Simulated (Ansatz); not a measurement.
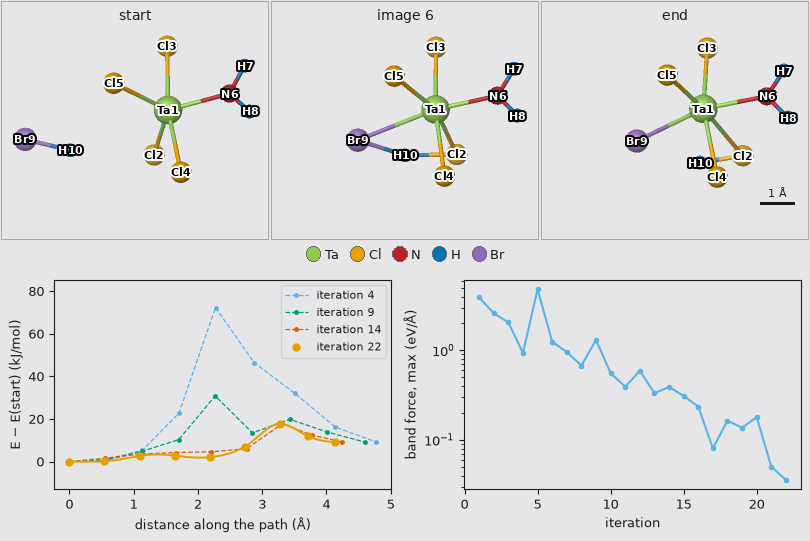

NEB run on TaNH3BrCl4, made up at the start of TaNH2Cl4 and HBr. Images are numbered from 0 (start) to 8 (end). The plot follows the band through its iterations. The picture is a ball-and-stick view, seen at a tilt.

These are results of RKS PBE/def2-SVP in Ansatz, not measurements. Settings: 7 movable images; climbing image; force threshold 0.05 eV/Å; iteration limit 60; starting path through a guess of the saddle point.

Q: Judge this run.

A: The result is final at these settings. The band converged in 22 iterations. The largest component of the band force went from 3.9 to 0.036 eV/Å. The climbing image converged on the top of the path. Its vibrational analysis gives one imaginary mode (150i cm⁻¹), as a transition state must have. The first iteration put the highest image at 413.3 kJ/mol. The energy climbs by 17.8 kJ/mol to image 6 and then falls by 8.5 kJ/mol, so the end point sits at +9.2 kJ/mol.

Limits of the set-up: the start holds two separate molecules, 2.5 Å apart at their closest, whose relative position is a soft coordinate and is computed without a dispersion correction.

The run took 7.4 min on 4 threads of Arm Neoverse V2, with other jobs on the host, peak memory 0.32 GiB.
